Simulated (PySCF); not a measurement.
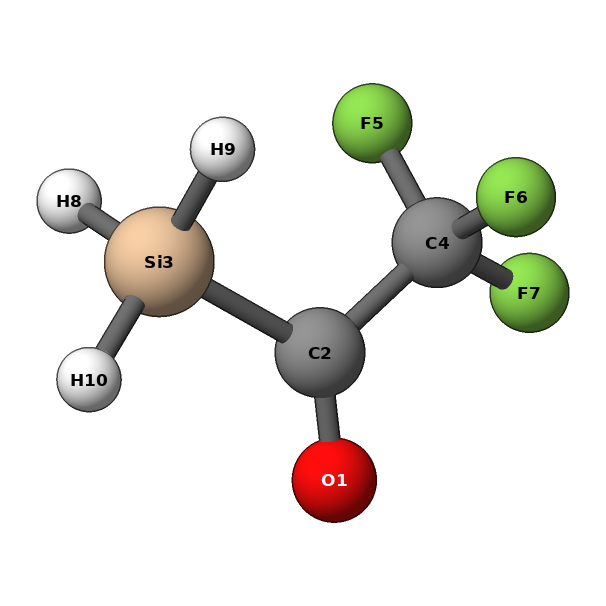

Geometry: an end point of a reaction path computed with GFN2-xTB. Method: GIAO PBE0/pcSseg-1 NMR shielding, non-relativistic, gas phase (PySCF 2.14.0). Principal shieldings σ11 ≤ σ22 ≤ σ33, span Ω = σ33 − σ11, skew κ = 3(σiso − σ22)/Ω.

Give the shielding tensors of the O atoms.

| atom | σ11 | σ22 | σ33 | σiso | Ω | κ |
| --- | --- | --- | --- | --- | --- | --- |
| O1 | −1414.6 | −516.7 | 387.8 | −514.5 | 1802.3 | 0.00 |

Shieldings and span in ppm.
